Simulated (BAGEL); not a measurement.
# C2H5AlN2 (SMILES C#[C][Al]([NH2])[NH2]): a chain of runs

We compute the energy (HF/def2-SVP), then the energy (NEVPT2(2,2)/def2-SVP) of C2H5AlN2. 

The calculation is run with BAGEL 1.2.2.

2 further runs of the same task are left out: 2 set aside as unsound or not needed.

### 1 The system as given

The species is C2H5AlN2 (10 atoms), meant as a singlet with charge 0. As SMILES, `C#[C][Al]([NH2])[NH2]`. The N4–H8 distance was set to 1.912 Å, away from the relaxed value. At this shape a bond of the SMILES string is far longer than usual.

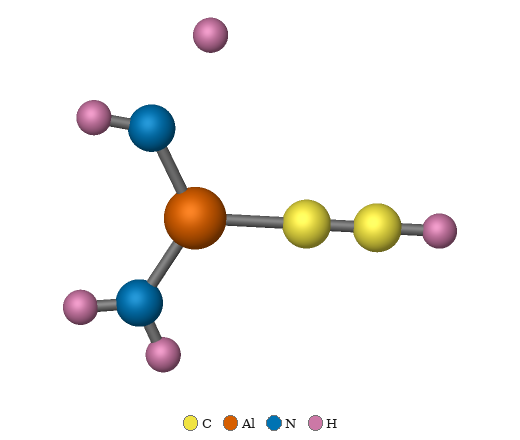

The structure, seen from a chosen angle (carbon yellow, aluminium orange, nitrogen blue, hydrogen pink).

### 2 The energy at HF/def2-SVP (density fitting with svp-jkfit) (run 1)

Input file hf.json:

```json
{ "bagel" : [

{
  "title" : "molecule",
  "basis" : "svp",
  "df_basis" : "svp-jkfit",
  "geometry" : [
    { "atom" : "C", "xyz" : [ -3.07634374,  3.28395850,  1.50862317 ] },
    { "atom" : "C", "xyz" : [ -1.14466570,  2.28712797,  0.79903101 ] },
    { "atom" : "Al", "xyz" : [  1.90081693,  0.71563172, -0.31968686 ] },
    { "atom" : "N", "xyz" : [  1.86661288, -2.54055536, -1.02417676 ] },
    { "atom" : "N", "xyz" : [  4.65358097,  2.56926408, -0.61391722 ] },
    { "atom" : "H", "xyz" : [ -4.77898698,  4.16249218,  2.13393354 ] },
    { "atom" : "H", "xyz" : [  3.34022132, -3.57933781, -1.62681042 ] },
    { "atom" : "H", "xyz" : [ -1.08621458, -4.60186106, -0.72508791 ] },
    { "atom" : "H", "xyz" : [  4.70573741,  4.42913253, -0.21972035 ] },
    { "atom" : "H", "xyz" : [  6.36435003,  1.96549658, -1.18159094 ] }
  ]
},
{ "title" : "hf" },
{ "title" : "print", "file" : "orbitals.molden", "orbitals" : true }

]}
```

Run with:

```
$ BAGEL_NUM_THREADS=1 BAGEL hf.json > hf.out
```

Standard output:

```text
* using 1 threads per process

  ===============================================================
  ===============================================================

  *** Geometry ***

  { "atom" : "C", "xyz" : [     -3.076344,      3.283958,      1.508623 ] },
  { "atom" : "C", "xyz" : [     -1.144666,      2.287128,      0.799031 ] },
  { "atom" : "Al", "xyz" : [      1.900817,      0.715632,     -0.319687 ] },
  { "atom" : "N", "xyz" : [      1.866613,     -2.540555,     -1.024177 ] },
  { "atom" : "N", "xyz" : [      4.653581,      2.569264,     -0.613917 ] },
  { "atom" : "H", "xyz" : [     -4.778987,      4.162492,      2.133934 ] },
  { "atom" : "H", "xyz" : [      3.340221,     -3.579338,     -1.626810 ] },
  { "atom" : "H", "xyz" : [     -1.086215,     -4.601861,     -0.725088 ] },
  { "atom" : "H", "xyz" : [      4.705737,      4.429133,     -0.219720 ] },
  { "atom" : "H", "xyz" : [      6.364350,      1.965497,     -1.181591 ] },

  Number of auxiliary basis functions:      522

  Since a DF basis is specified, we compute 2- and 3-index integrals:
    o Being stored without compression. Storage requirement is 0.041 GB

  Number of basis functions:       99
  Number of electrons      :       44

    * METHOD: MOLECULE                             0.29

  *** RHF ***

  === Nuclear Repulsion ===
   180.2589605187

      * DIIS with orbital gradients will be used.

  === RHF iteration (svp) ===
      0       -428.68620134          0.02248156           0.09
      1       -428.88273930          0.01776252           0.09
      2       -429.08404840          0.00243170           0.09
      3       -429.08885636          0.00114809           0.09
      4       -429.09007301          0.00023958           0.09
      5       -429.09015515          0.00009333           0.09
      6       -429.09017320          0.00004162           0.09
      7       -429.09017684          0.00001736           0.09
      8       -429.09017714          0.00000801           0.09
      9       -429.09017723          0.00000438           0.09
     10       -429.09017727          0.00000295           0.08
     11       -429.09017729          0.00000109           0.09
     12       -429.09017729          0.00000050           0.09
     13       -429.09017729          0.00000025           0.09
     14       -429.09017729          0.00000010           0.09
     15       -429.09017729          0.00000005           0.09
     16       -429.09017729          0.00000003           0.09
     17       -429.09017729          0.00000001           0.09
     18       -429.09017729          0.00000001           0.09
    * SCF iteration converged.

    * Permanent dipole moment:
           (   -0.356451,     0.073734,     0.107018) a.u.

    * METHOD: HF                                   1.92

    * METHOD: PRINT                                0.03

  ===============================================================
```

Run time: 2.4 s. Hardware: 1 thread of Arm Neoverse V1, shared host; peak memory 0.15 GiB.

### 3 A single-point energy at NEVPT2(2,2)/def2-SVP (density fitting with svp-jkfit) (run 2)

Input file nevpt2.json:

```json
{ "bagel": [

{
  "title": "molecule",
  "basis": "svp",
  "df_basis": "svp-jkfit",
  "angstrom": false,
  "geometry": [
    { "atom": "C", "xyz": [ -3.07634374,  3.28395850,  1.50862317 ] },
    { "atom": "C", "xyz": [ -1.14466570,  2.28712797,  0.79903101 ] },
    { "atom": "Al", "xyz": [  1.90081693,  0.71563172, -0.31968686 ] },
    { "atom": "N", "xyz": [  1.86661288, -2.54055536, -1.02417676 ] },
    { "atom": "N", "xyz": [  4.65358097,  2.56926408, -0.61391722 ] },
    { "atom": "H", "xyz": [ -4.77898698,  4.16249218,  2.13393354 ] },
    { "atom": "H", "xyz": [  3.34022132, -3.57933781, -1.62681042 ] },
    { "atom": "H", "xyz": [ -1.08621458, -4.60186106, -0.72508791 ] },
    { "atom": "H", "xyz": [  4.70573741,  4.42913253, -0.21972035 ] },
    { "atom": "H", "xyz": [  6.36435003,  1.96549658, -1.18159094 ] }
  ]
},
{ "title": "hf" },
{ "title": "casscf", "nstate": 1, "nact": 2, "nclosed": 21, "active": [19, 23], "maxiter": 200, "natocc": true },
{ "title": "nevpt2", "nstate": 1, "nact": 2, "nclosed": 21, "active": [19, 23], "maxiter": 200, "natocc": true, "ncore": 9 },
{ "title": "print", "file": "orbitals.molden", "orbitals": true }

]}
```

Run with:

```
$ BAGEL_NUM_THREADS=1 BAGEL nevpt2.json > nevpt2.out
```

Standard output:

```text
* using 1 threads per process

  ===============================================================
  ===============================================================

  *** Geometry ***

  { "atom" : "C", "xyz" : [     -3.076344,      3.283958,      1.508623 ] },
  { "atom" : "C", "xyz" : [     -1.144666,      2.287128,      0.799031 ] },
  { "atom" : "Al", "xyz" : [      1.900817,      0.715632,     -0.319687 ] },
  { "atom" : "N", "xyz" : [      1.866613,     -2.540555,     -1.024177 ] },
  { "atom" : "N", "xyz" : [      4.653581,      2.569264,     -0.613917 ] },
  { "atom" : "H", "xyz" : [     -4.778987,      4.162492,      2.133934 ] },
  { "atom" : "H", "xyz" : [      3.340221,     -3.579338,     -1.626810 ] },
  { "atom" : "H", "xyz" : [     -1.086215,     -4.601861,     -0.725088 ] },
  { "atom" : "H", "xyz" : [      4.705737,      4.429133,     -0.219720 ] },
  { "atom" : "H", "xyz" : [      6.364350,      1.965497,     -1.181591 ] },

  Number of auxiliary basis functions:      522

  Since a DF basis is specified, we compute 2- and 3-index integrals:
    o Being stored without compression. Storage requirement is 0.041 GB

  Number of basis functions:       99
  Number of electrons      :       44

    * METHOD: MOLECULE                             0.29

  *** RHF ***

  === Nuclear Repulsion ===
   180.2589605187

      * DIIS with orbital gradients will be used.

  === RHF iteration (svp) ===
      0       -428.68620134          0.02248156           0.09
      1       -428.88273930          0.01776252           0.09
      2       -429.08404840          0.00243170           0.09
      3       -429.08885636          0.00114809           0.09
      4       -429.09007301          0.00023958           0.09
      5       -429.09015515          0.00009333           0.09
      6       -429.09017320          0.00004162           0.09
      7       -429.09017684          0.00001736           0.08
      8       -429.09017714          0.00000801           0.08
      9       -429.09017723          0.00000438           0.08
     10       -429.09017727          0.00000295           0.08
     11       -429.09017729          0.00000109           0.08
     12       -429.09017729          0.00000050           0.08
     13       -429.09017729          0.00000025           0.08
     14       -429.09017729          0.00000010           0.08
     15       -429.09017729          0.00000005           0.08
     16       -429.09017729          0.00000003           0.08
     17       -429.09017729          0.00000001           0.08
     18       -429.09017729          0.00000001           0.08
    * SCF iteration converged.

    * Permanent dipole moment:
           (   -0.356451,     0.073734,     0.107018) a.u.

    * METHOD: HF                                   1.82

  ---------------------------
      CASSCF calculation
  ---------------------------

    ==== Active orbitals : =====
         Orbital 19
         Orbital 23
    ============================

    * nstate   :      1
    * nclosed  :     21
    * nact     :      2
    * nvirt    :     76
  === CASSCF iteration (svp) ===

    * Using the second-order algorithm

      0  0      -429.12829685     3.58e-03      0.02

      1  0      -429.15692585     1.12e-03      0.45

      2  0      -429.15837494     1.97e-04      0.45

      3  0      -429.15839574     2.75e-05      0.51

      4  0      -429.15839608     3.60e-06      0.58

      5  0      -429.15839608     5.09e-07      0.53

      6  0      -429.15839608     8.72e-08      0.48

      7  0      -429.15839608     1.84e-08      0.47

      8  0      -429.15839608     4.29e-09      0.40

    * Second-order optimization converged. *

     guess   0:   closed 1.                   open ..

  === FCI iteration ===

      0  0      -429.08527163     9.47e-02      0.00
      1  0      -429.15738922     1.07e-02      0.00
      2  0 *    -429.15839608     3.24e-16      0.00

     * ci vector, state   0, <S^2> = 0.0000
       2.     0.9326132420
       .2    -0.3608774595

    * METHOD: CASSCF                               4.09

    * freezing 9 orbitals

  === DF-NEVPT2 calculation ===

    * 3-index integral transformation done
    * assembly done

      NEVPT2 correlation energy:   -0.6157709990      0.29

          (+0)     -0.5562210704
          (+0)'    -0.0169072289
          (+1)     -0.0080207861
          (+1)'    -0.0000000000
          (+2)     -0.0004028865
          (-1)     -0.0320964970
          (-1)'     0.0000000000
          (-2)     -0.0021225301

      NEVPT2 total energy:       -429.7741670838

    * METHOD: NEVPT2                               0.46

    * METHOD: PRINT                                0.03

  ===============================================================
```

Run time: 6.9 s. Hardware: 1 thread of Arm Neoverse V1, shared host; peak memory 0.15 GiB.

### 4 Results

| quantity | value |
| --- | --- |
| run 1, HF/def2-SVP: total energy | -429.09018 Eh |
| run 1, HF/def2-SVP: dipole moment | 0.96 D |
| run 1, HF/def2-SVP: HOMO energy | -10.48 eV |
| run 1, HF/def2-SVP: LUMO energy | 0.72 eV |
| run 1, HF/def2-SVP: HOMO–LUMO gap | 11.20 eV |
| run 2, NEVPT2(2,2)/def2-SVP: total energy | -429.77417 Eh |
